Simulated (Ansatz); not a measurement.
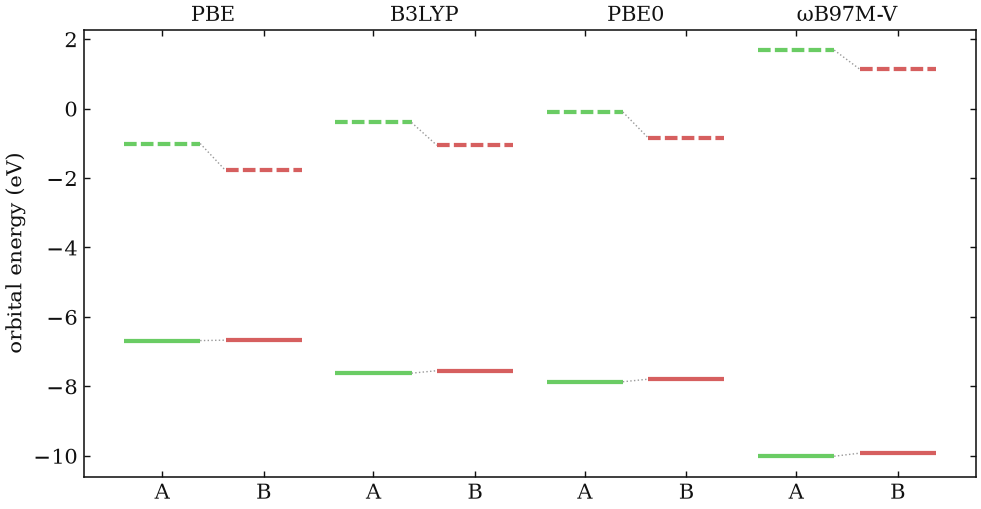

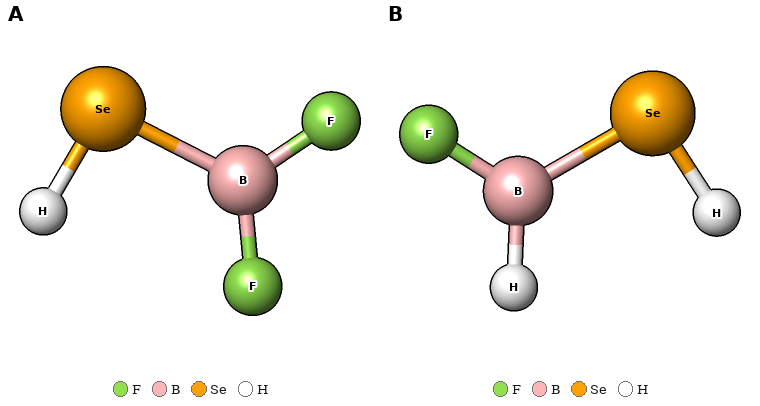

One change: A, BHSeF₂ (SMILES FB(F)[SeH]), becomes B, BH₂SeF (SMILES FB[SeH]). F on B is replaced by H. HOMO (solid) and LUMO (dashed) computed in def2-TZVPP at PBE0-D4/def2-TZVP geometries, both minima by their frequencies, gas phase, the Ansatz code 0.2.0. Empty levels above zero depend strongly on the basis.

What does the change do to HOMO and LUMO?

Answer. PBE: the HOMO hardly moves, the LUMO falls by 0.78 eV, and the separation goes from 5.68 to 4.89 eV. B3LYP: the HOMO rises by 0.07 eV, the LUMO falls by 0.66 eV, and the separation goes from 7.22 to 6.49 eV. PBE0: the HOMO rises by 0.07 eV, the LUMO falls by 0.75 eV, and the separation goes from 7.77 to 6.95 eV. ωB97M-V: the HOMO rises by 0.09 eV, the LUMO falls by 0.55 eV, and the separation goes from 11.70 to 11.07 eV.

Do the functionals agree on the effect?

Answer. They agree on the direction for both levels; the HOMO shift lies between 0.01 and 0.09 eV and the LUMO shift between −0.78 and −0.55 eV, while the separations themselves differ by up to 6.2 eV between functionals.
